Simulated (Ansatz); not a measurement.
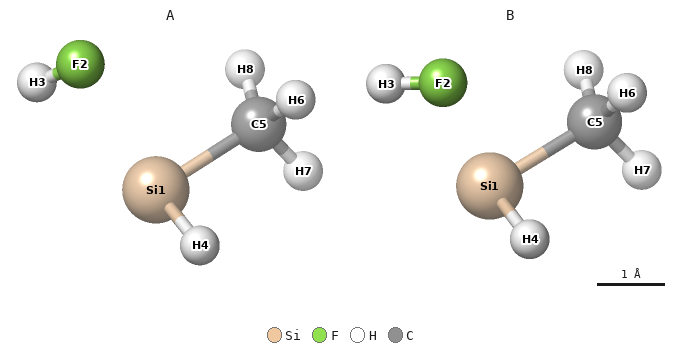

Two geometries of CH$_{5}$FSi, drawn at one scale. One is the start of a relaxation, the other its converged end. The picture is a ball-and-stick view, seen at a tilt.

All numbers below come from RKS PBE0/def2-SVP (Ansatz 0.2.0). Settings: no spin polarisation; force threshold 0.03 eV/Å; at most 50 steps.

Which geometry has the lower energy?

Structure B is the relaxed one. The run prepares an end point of a later path (reaction) calculation, from a guessed geometry. F2 moves most after the best rigid fit: 0.49 Å. By element the largest moves are F 0.49 Å, H 0.19 Å, Si 0.11 Å, C 0.08 Å. Some distances before and after: Si1–F2 2.782 → 2.263 Å, F2–H3 0.926 → 0.932 Å, Si1–C5 1.902 → 1.906 Å. The energy falls by 2.56 kcal/mol in 6 geometry steps. Largest force component: 0.25 eV/Å at the start, 0.025 eV/Å at the end. The run took 8.8 s on 1 thread of Intel(R) Xeon(R) 6975P-C (Granite Rapids) (shared host), peak memory 0.15 GiB.

Limits of the set-up: the start holds two separate molecules, 2.7 Å apart at their closest, whose relative position is a soft coordinate and is computed without a dispersion correction.
